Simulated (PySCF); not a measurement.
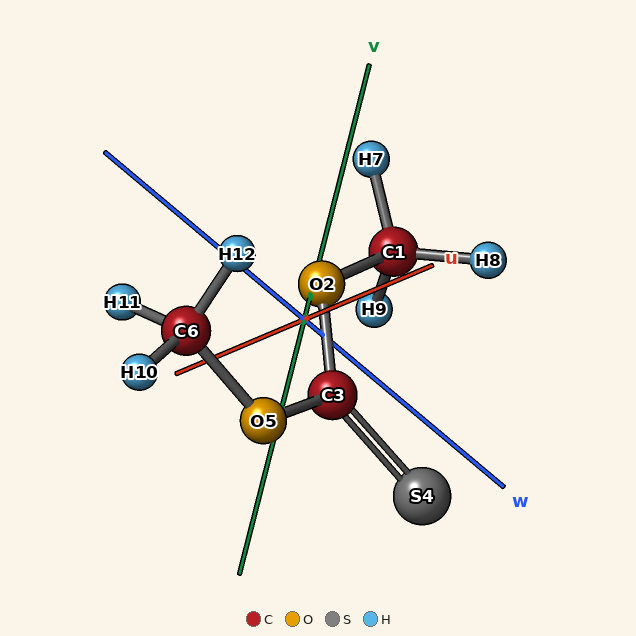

The lines u, v and w are the principal axes of the static dipole polarisability. The computed structure is the end point of a GFN2-xTB optimisation. No frequency run is at hand to confirm it as a minimum. Level of theory: PBE0/def2-SVPD (PySCF 2.14.0).

Question. Along which axis is the molecule most polarisable, and along which least?

Answer. Most along w, least along u.

Question. Give the three principal values.

Answer. u 51.3, v 71.2, w 85.2 bohr³; mean 69.2, anisotropy 29.6 bohr³.
